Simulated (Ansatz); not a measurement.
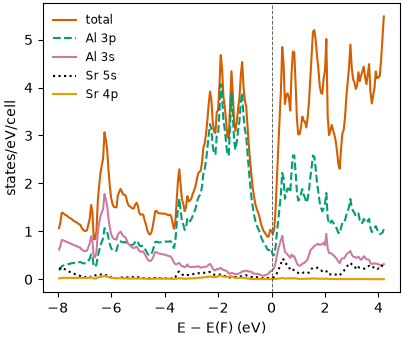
Fig. 1. Total and projected density of states of SrAl2 in space group Imma (No. 74; Sr on 4e, Al on 8h), plane-wave PAW r²SCAN (Ansatz code)

Task: Which orbitals carry the states next to the Fermi level?

Result: Within 0.5 eV of the Fermi level: Al 3p 54 %, Al 3s 17 %, Sr 5s 6 %, outside the projected shells 22 %. Projections are on Löwdin-orthogonalised atomic valence shells; empty p or d shells of many metals are not among them.

Task: Where is the tallest occupied peak in this window, and what makes it?

Result: Near -1.9 eV, about 4.7 states/eV per cell; the largest projected share is Al 3p.

The workflow started from a Materials Project entry (that database holds measured and hypothetical structures alike); the Crystallography Open Database copy checked does not list it. Whether it is the stable phase at ambient conditions was not checked. Symmetry was held in the r²SCAN relaxation; its stability against distortions is not shown here. Scalar-relativistic: spin–orbit coupling is off unless named, which matters more the heavier the elements.

Potentials: the later of the program's two PAW sets.
